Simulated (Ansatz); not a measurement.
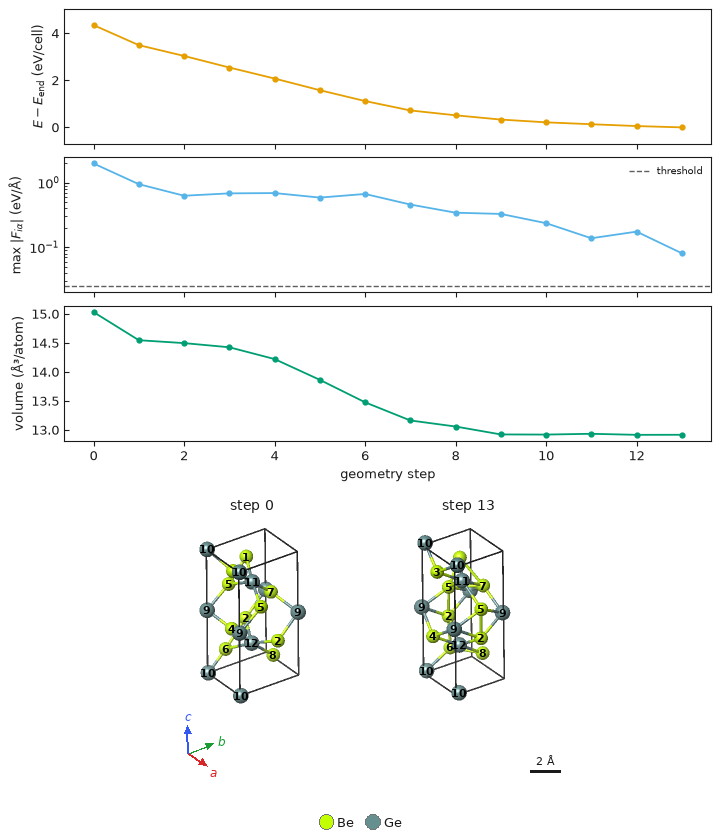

First and last geometry of a relaxation of solid Be₂Ge (a generated structure, set up in P1) (coarse preliminary run), with the history of the run. The picture is a ball-and-stick view of the cell of the calculation, seen from a free direction.

These are results of DFT PBE, scalar-relativistic, plane waves, PAW (Ansatz), not measurements.

Input file:
```yaml
crystal:
  lattice:
    - [0.0302891325, -0.0015810782, -3.8368441972]
    - [-0.0167809553, -4.8860231061, -0.0020236681]
    - [-9.6225656361, -0.0335619106, 0.0775358892]
  atoms:
    - { symbol: Be, position: [0.0157020378, 0.6706180745, 0.8337814857] }
    - { symbol: Be, position: [0.0087681216, 0.6489976684, 0.3387133387] }
    - { symbol: Be, position: [0.5269975916, 0.1603668964, 0.8975690506] }
    - { symbol: Be, position: [0.4456000928, 0.1751144384, 0.41163432] }
    - { symbol: Be, position: [0.0073946227, 0.3693277273, 0.6603760495] }
    - { symbol: Be, position: [0.027573918, 0.2954906352, 0.1499426148] }
    - { symbol: Be, position: [0.4902380738, 0.8238686233, 0.6095675149] }
    - { symbol: Be, position: [0.4683166939, 0.864852315, 0.0867335397] }
    - { symbol: Ge, position: [-0.0091170505, 1.0081706745, 0.5059330117] }
    - { symbol: Ge, position: [0.0029434864, 1.0119749255, 0.0004348825] }
    - { symbol: Ge, position: [0.5176584324, 0.4906928824, 0.7514373382] }
    - { symbol: Ge, position: [0.4979239795, 0.4805251391, 0.2538768535] }
basis:
  ecutwfc: 420
kpoints:
  mp_grid: { grid: [6, 4, 2] }
hamiltonian:
  xc: pbe
scf:
  occupations: { method: gaussian, width: 0.2 }
  lower_state_search: "off"
output:
  forces: true
  stress: true
  eigenvalues: true
relax:
  adjacent_minimum: "off"
  f_tol: 0.025
  max_steps: 60
  cell: { stress_tol: 0.25 }
```

Command:
```bash
ansatz run input.yaml --threads 1 --pin off --max-ram 2048MiB --backend cpu --events-out ev --progress --plain --runs-dir out
```

Question: What do the curves and the structures tell?

Answer: The run was cut off at its time limit before the relaxation converged, so the last structure is only a point on the way. The atom that moves furthest relative to the cell is Be4 (1.13 Å roughly along −b). Largest moves by element: Be 1.13 Å, Ge 0.32 Å. The volume changes by −14.1 %, with a 3.837 → 3.838 Å (0.0 %), b 4.886 → 4.020 Å (−17.7 %), c 9.623 → 10.048 Å (+4.4 %), α 89.6° → 90.9°, β 90.9° → 89.4°. Near-neighbour distances that change, for instance: Be6–Ge10 3.776 → 2.362 Å, Be4–Ge12 3.734 → 2.353 Å, Be6–Be8 3.555 → 2.361 Å, Be3–Ge11 3.570 → 2.391 Å. New bonds form: Be2–Ge9 (3.51 → 2.40 Å), Be3–Ge11 (3.57 → 2.39 Å), Be4–Ge12 (3.73 → 2.35 Å), Be5–Ge9 (3.45 → 2.42 Å). Bond angles that change, for instance: Be4–Ge9–Be5 90.0° → 126.6°, Ge10–Be6–Ge12 129.1° → 93.3°, Be1–Ge11–Be5 172.3° → 138.0°. The space group stays P1 (No. 1). After 13 geometry steps the energy has fallen by 4.348 eV per cell of the calculation. The largest force component goes from 2 to 0.081 eV/Å. The pressure goes from 1.34 to −0.27 GPa. Cost: 6.9 min on 1 thread of Arm Neoverse V1, on a shared host, peak memory 0.46 GiB.
